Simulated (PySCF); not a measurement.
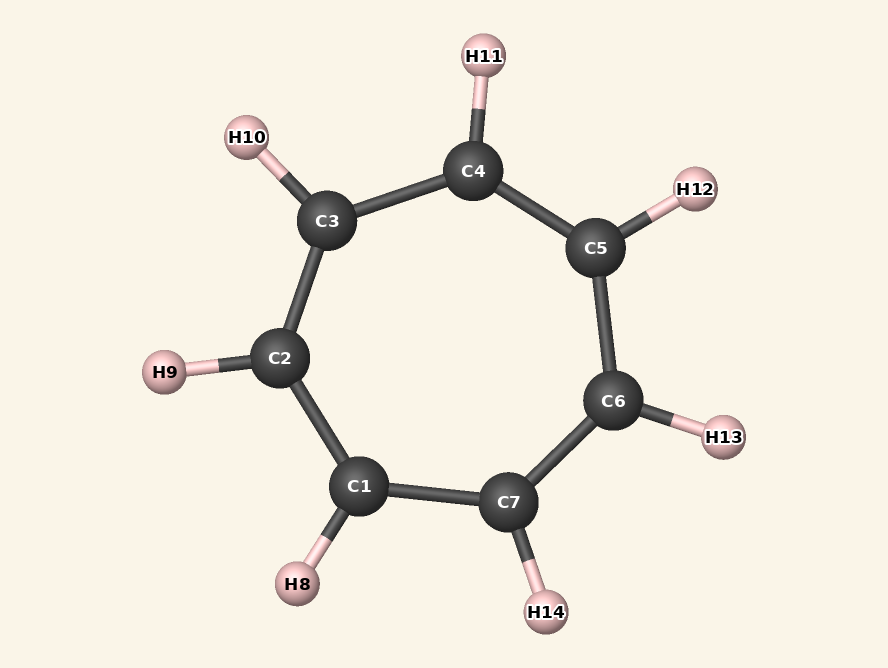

State: neutral, doublet. The computed structure is the end point of a GFN2-xTB optimisation. No frequency run is at hand to confirm it as a minimum. Properties computed with UKS B3LYP, pcH-1 on C H, non-relativistic (PySCF 2.14.0).

Give the isotropic hyperfine couplings (Fermi-contact term alone) of C1, C2, C3, C4, C5, C6, C7, H8, H9, H10, H11, H12, H13, H14.

```
atom  isotope  a_iso (MHz)
  C1      13C         42.4
  C2      13C        −29.6
  C3      13C         25.3
  C4      13C         −1.3
  C5      13C         −8.5
  C6      13C         31.0
  C7      13C        −32.7
  H8       1H        −31.9
  H9       1H          6.1
 H10       1H        −23.2
 H11       1H         −9.2
 H12       1H         −5.4
 H13       1H        −26.1
 H14       1H          7.8
```
